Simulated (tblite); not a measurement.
# Frequency calculation, with input and output: C5H7F3OSi

C5H7F3OSi, SMILES CO[Si@@H]1CC(C(F)F)=C1F, computed with GFN2-xTB harmonic vibrations, gas phase (tblite 0.8.0).

It belongs to a series of runs on one base structure; here: H on C replaced by CHF2.

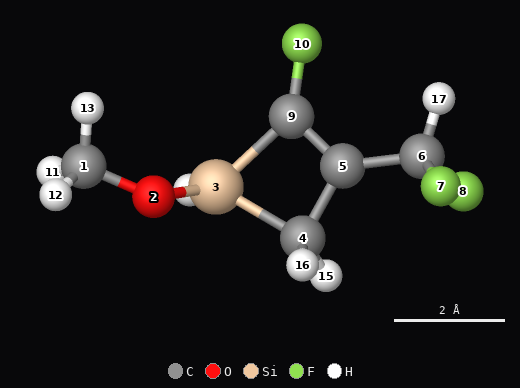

*The structure (ball-and-stick view, seen on its broad side; atoms are numbered from 1 in the order of the input).*

Bond lengths as drawn: C–C 1.33 to 1.51 Å, C–F 1.35 to 1.36 Å, C–H 1.09 to 1.10 Å, C–O 1.40 Å, C–Si 1.91 Å, H–Si 1.46 Å and O–Si 1.61 Å.

Input file
```
{"job": {"kind": "ir", "xc": "GFN2-xTB", "basis": "xTB"}, "charge": 0, "multiplicity": 1}
C     -3.225591     0.785398    -0.174624
O     -2.096441     0.079606     0.266124
Si    -0.771200    -0.408709    -0.498286
C      0.466150    -1.194823     0.732055
C      1.451533    -0.103024     0.390709
C      2.838324     0.007272     0.923012
F      2.845878     0.025928     2.283498
F      3.585389    -1.075321     0.567496
C      0.796865     0.682530    -0.466682
F      1.284222     1.798008    -1.047202
H     -3.635938     0.333323    -1.078708
H     -3.969219     0.749432     0.621255
H     -2.968108     1.824789    -0.383745
H     -1.012119    -1.026299    -1.795934
H      0.847472    -2.183615     0.490681
H      0.191227    -1.189832     1.784224
H      3.364557     0.907368     0.569497
```

The first line tells a small driver script what to run in tblite; the rest is the geometry in Å.

Run as:
```bash
OMP_NUM_THREADS=1 python <driver script> task.json out
```

What the program printed
```
mode    cm-1     km/mol
  1      32.5      2.26
  2      47.9      0.64
  3      74.7      1.63
  4      79.9      0.75
  5     122.6      4.15
  6     143.0      9.38
  7     173.3      9.25
  8     210.9      2.20
  9     233.7      3.28
 10     284.7     10.91
 11     358.8      7.29
 12     411.6     47.27
 13     499.0     20.15
 14     531.9      4.21
 15     562.5     27.26
 16     570.9    103.49
 17     668.4    109.75
 18     706.3      6.47
 19     729.9     30.49
 20     762.9     51.28
 21     829.6    105.08
 22     862.3     60.18
 23     989.6    204.29
 24    1054.8    112.00
 25    1067.1      5.11
 26    1120.3      0.88
 27    1126.5     42.08
 28    1140.6    102.00
 29    1162.5     21.63
 30    1177.3    377.24
 31    1251.9     12.96
 32    1262.9      5.90
 33    1278.7     49.77
 34    1408.2      2.83
 35    1454.6      5.06
 36    1470.0      8.29
 37    1474.5      4.82
 38    1682.9     50.43
 39    2309.0    272.37
 40    2899.0     26.74
 41    2973.5     23.49
 42    2981.7     29.81
 43    3002.8     12.93
 44    3005.2     19.62
 45    3023.1     18.65
```

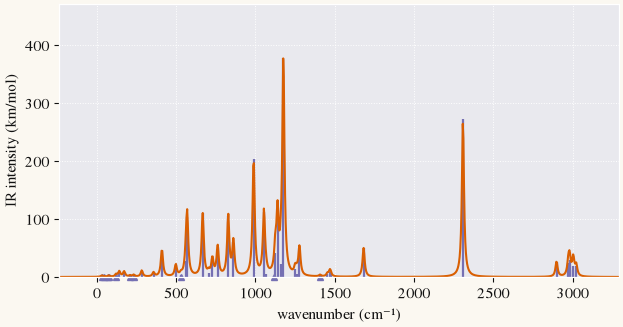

*Harmonic infrared spectrum, unscaled: sticks (degenerate modes added up, dark ones marked on the axis) with a Lorentzian envelope of 16 cm⁻¹ full width, scaled to the tallest stick.*

45 modes from 32 to 3023 cm⁻¹, none imaginary. The strongest line is at 1177 cm⁻¹ (377 km/mol).

Summary

| quantity | value |
| --- | --- |
| outcome | converged |
| total energy | −932.2027 eV |
| zero-point energy | 70.3550 kcal/mol |
| hardware | 1 CPU thread, shared host |
| wall time | 1.2 s |
| peak memory | 0.18 GiB |
